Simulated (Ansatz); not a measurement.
## Electronic structure of BH2···CH4 (doublet) in real space

Input file:

```
crystal:
  periodic: [false, false, false]
  atoms:
    - { symbol: B, position_ang: [-0.022388, -0.139662, -0.296198] }
    - { symbol: H, position_ang: [0.085449, -0.906593, 1.96174] }
    - { symbol: H, position_ang: [1.03183, 0.419629, -0.252247] }
    - { symbol: H, position_ang: [-1.123674, 0.321588, -0.317921] }
    - { symbol: C, position_ang: [0.023397, -0.115122, 2.725835] }
    - { symbol: H, position_ang: [-0.632229, -0.460761, 3.528285] }
    - { symbol: H, position_ang: [1.023097, 0.079056, 3.118499] }
    - { symbol: H, position_ang: [-0.385382, 0.801764, 2.293508] }
magnetization:
  spin_polarized: true
  initial_magnetization: 1
basis:
  gaussian: { orbitals: cc-pVDZ }
hamiltonian:
  xc: { name: BHLYP }
  dispersion: d4
relax:
  f_tol: 0.03
  max_steps: 50
output:
  orbitals: {}
```

Run with:

```sh
ansatz run input.yaml --threads 1 --pin off --max-ram 2048MiB --backend cpu --events-out ev --progress --plain --runs-dir out
```

The fields are those of the run's last geometry, not of the input's.

Computed with UKS BHLYP-D4/cc-pVDZ (Ansatz).

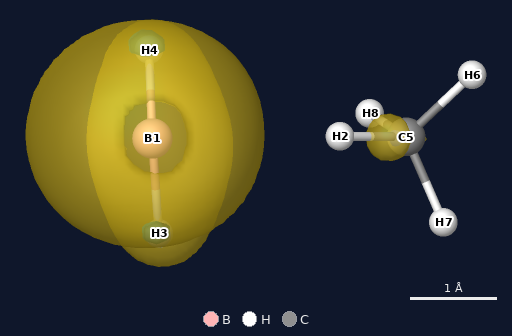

Figure 1. Isosurfaces of the spin density at +0.015 (yellow) and −0.015 e/Å³ (cyan), seen at a tilt.

> Where is the unpaired spin?

The unpaired spin (1 electron) lies mostly on B1 (about 0.8), in electrons by Hirshfeld's partition.

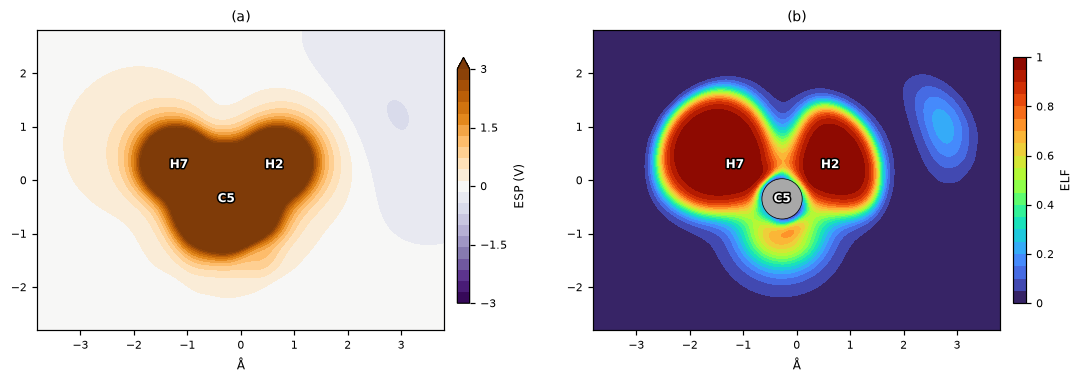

Figure 2. (a) molecular electrostatic potential; (b) electron localisation function on the plane of atoms H2, C5 and H7. Grey discs cover the atomic cores in the ELF map.

> Interpret the plot.

The plane passes through H and C nuclei. C–H (1.09 Å): the ELF climbs to about 1 towards the hydrogen, as it does in any bond to H (a covalent bond by its length). Outside the dense part of the complex the potential is most negative (−0.4 V) near B1, which lies off the plane.

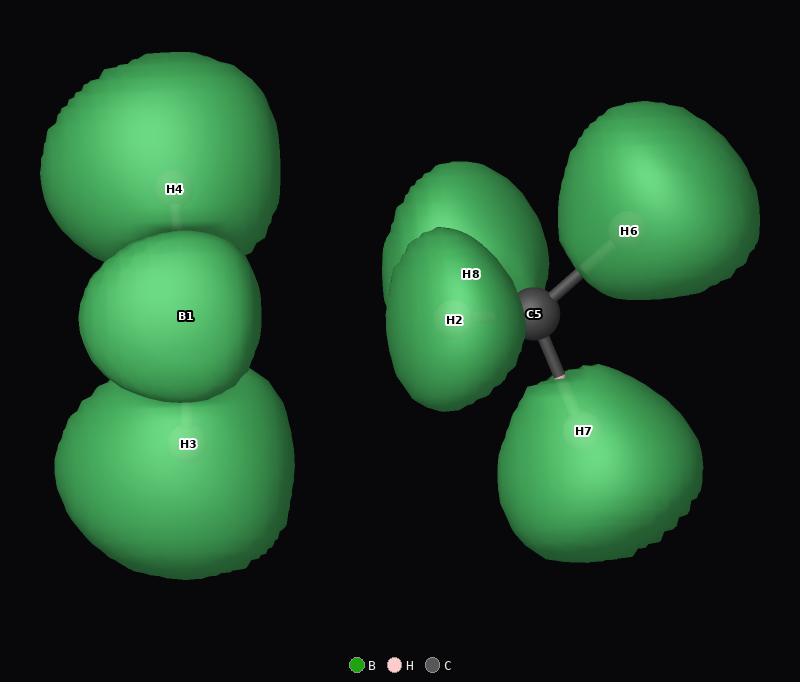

Figure 3. Isosurface of the ELF at 0.9 (green), seen across its widest extent. Core shells and regions of very low density are left out.

> Identify the bonds, lone pairs and shells in this picture.

The surface consists of six regions around hydrogen nuclei and one lobe on B, pointing away from the bonds (non-bonding electrons).


B1···H2 (2.33 Å): the ELF climbs to about 1 towards the hydrogen.
